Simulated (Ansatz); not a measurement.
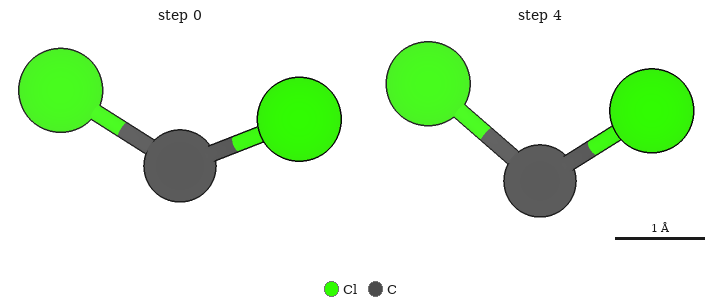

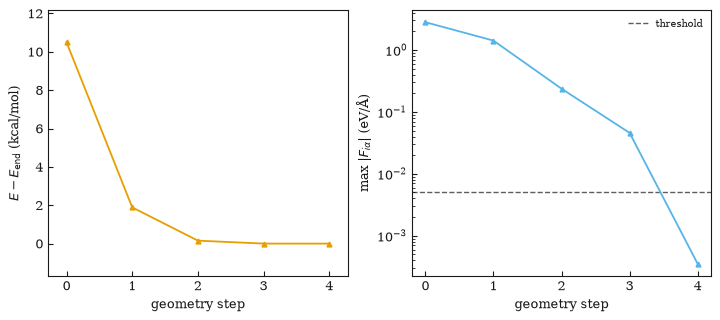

First and last geometry of a relaxation of CCl$_{2}$, with the history of the run. Style: ball-and-stick. Shown at a tilt.

The start comes from GFN2-xTB.

Computed with Ansatz 0.2.0, RKS PBE0-D4/def2-TZVP. Settings: force threshold 0.005 eV/Å; at most 150 steps.

Read the history and describe the run.

Answer. It converged. Over 4 geometry steps the energy falls by 10.5 kcal/mol. The largest force component goes from 2.8 to 0.00035 eV/Å. The atom that moves furthest after the best rigid fit is the C atom (0.18 Å). By element the largest moves are C 0.18 Å, Cl 0.13 Å. Near-neighbour distances that change, for instance: C–Cl 1.653 → 1.708 Å. Among the angles between lasting bonds that change: Cl–C–Cl 128.3° → 109.5°.
